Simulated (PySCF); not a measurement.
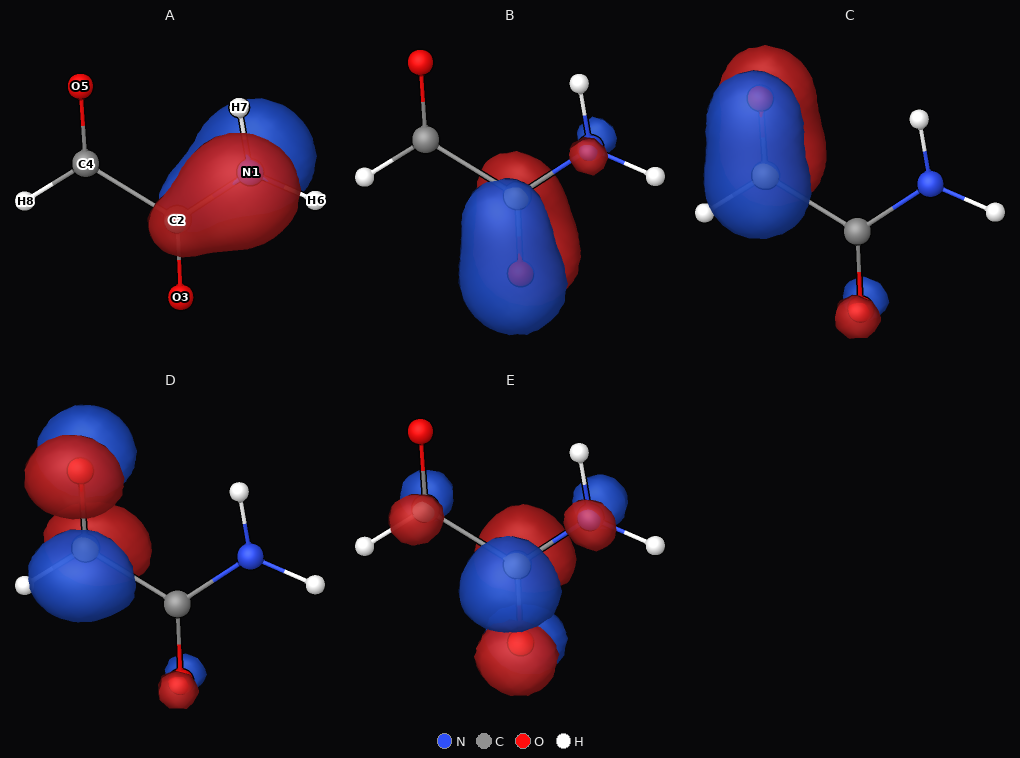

Figure. C$_{2}$H$_{3}$NO$_{2}$, SMILES `NC(=O)C=O`. Natural orbitals of the π active space, CASSCF(6,5), triplet state at the geometry of the singlet, in order of falling occupation.

Level of theory: 6-31+G* basis (PySCF), at a geometry from GFN2-xTB. No frequency check shows the geometry to be a minimum.

Input

```python
import numpy as np
from pyscf import gto, scf, dft, mcscf, mrpt
from pyscf.mcscf import avas

def solve(mol, dm0=None, hcore=None):
    mf = scf.ROHF(mol) if mol.spin else scf.RHF(mol)
    mf = mf.density_fit(auxbasis='def2-universal-jkfit')
    mf.conv_tol, mf.max_cycle = 1e-8, 80
    if hcore is not None:
        mf.get_hcore = lambda *args: hcore
    mf.kernel(dm0)
    if not mf.converged:
        mf = mf.newton().run(mf.mo_coeff, mf.mo_occ, max_cycle=30)
    assert mf.converged, 'SCF not converged'
    return mf

mol = gto.M(atom='''
N      0.62316     1.23140     0.00000
C      0.55651    -0.11062     0.00000
O      1.50132    -0.86676     0.00000
C     -0.88571    -0.61479     0.00000
O     -1.83862     0.11412     0.00000
H      1.51054     1.70525     0.00000
H     -0.23338     1.76249     0.00000
H     -0.96566    -1.71390     0.00000
''', basis='6-31+g*', charge=0, spin=0, verbose=4)
mf = solve(mol)
ncas, nel, orbs = avas.avas(mf, ['C 2pz', 'N 2pz', 'O 2pz'], threshold=0.5, openshell_option=3)
print('active space', nel, ncas)
assert 2 <= ncas <= 10, 'active space too large or empty'
mc = mcscf.CASSCF(mf, ncas, nel)
mc.natorb, mc.max_cycle_macro = True, 60
mc.fix_spin_(ss=mol.spin / 2 * (mol.spin / 2 + 1))
mc.kernel(orbs)
occ = mc.mo_occ[mc.ncore:mc.ncore + ncas]
print('natural occupations', occ.round(4))
e2 = mrpt.NEVPT(mc).kernel()
out = dict(c=mc.mo_coeff[:, mc.ncore:mc.ncore + ncas], occ=occ, e=mc.e_tot, e2=e2, ehf=mf.e_tot, ok=mc.converged, nel=nel, w0=abs(mc.ci).max() ** 2, dm=mc.make_rdm1())
# the other spin state at the same geometry
other = mol.copy().set(spin=2).build()
mo = scf.ROHF(other).density_fit(auxbasis='def2-universal-jkfit').run()
na = (nel + other.spin) // 2
m2 = mcscf.CASSCF(mo, ncas, (na, nel - na))
m2.natorb = True
m2.fix_spin_(ss=other.spin / 2 * (other.spin / 2 + 1))
m2.kernel(mc.mo_coeff)
e2o = mrpt.NEVPT(m2).kernel()
print('other state above this one / eV: CASSCF', (m2.e_tot - mc.e_tot) * 27.211386, 'NEVPT2', (m2.e_tot + e2o - mc.e_tot - e2) * 27.211386)
np.savez('result.npz', eo=m2.e_tot, e2o=e2o, oko=m2.converged, occo=m2.mo_occ[mc.ncore:mc.ncore + ncas], co=m2.mo_coeff[:, mc.ncore:mc.ncore + ncas], **out)
```

Command:

```sh
OMP_NUM_THREADS=1 python input.py
```

The run took 36 s on 1 thread of Arm Neoverse V2, on a shared host, peak memory 0.31 GiB.

What are the natural occupation numbers?

Answer. A 2.00, B 1.94, C 1.01, D 1.00, E 0.06.

Where does the lowest triplet lie relative to the singlet, at this geometry and within this active space?

Answer. 6.26 eV above it by strongly contracted NEVPT2 (+5.53 eV by CASSCF); a small basis tends to put such gaps a few tenths of an eV too high. This is a vertical energy for π states alone; a state that uses lone pairs or σ orbitals may lie lower.
